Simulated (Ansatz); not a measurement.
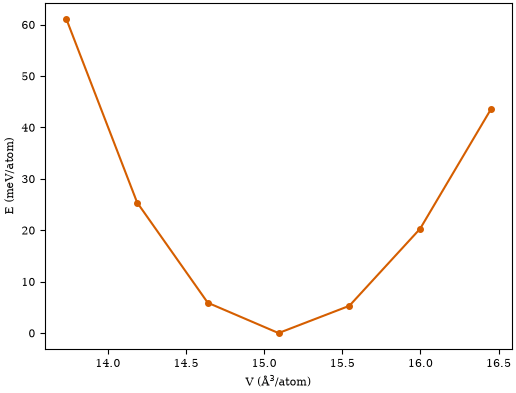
*Ga3Mo (Cu3Au type, space group No. 221) under volume change, DFT-r²SCAN in the program Ansatz with PAW potentials, scaled uniformly.*

**Question.** What does a third-order Birch–Murnaghan fit give for V₀, B₀ and B′?

**Answer.** V₀ = 15.09 Å³/atom, B₀ = 135 GPa, B′ = 4.7.

Space group Pm-3m (Cu3Au type). The cell is a constructed one: a structure type filled with these elements; neither database checked (COD, Materials Project) lists it. Its standing as an ambient phase is unchecked. The cell was relaxed with r²SCAN under the symmetry of its start; its stability against distortions is not shown here. No spin polarisation was allowed.

Potentials: the earlier of the program's two PAW sets.
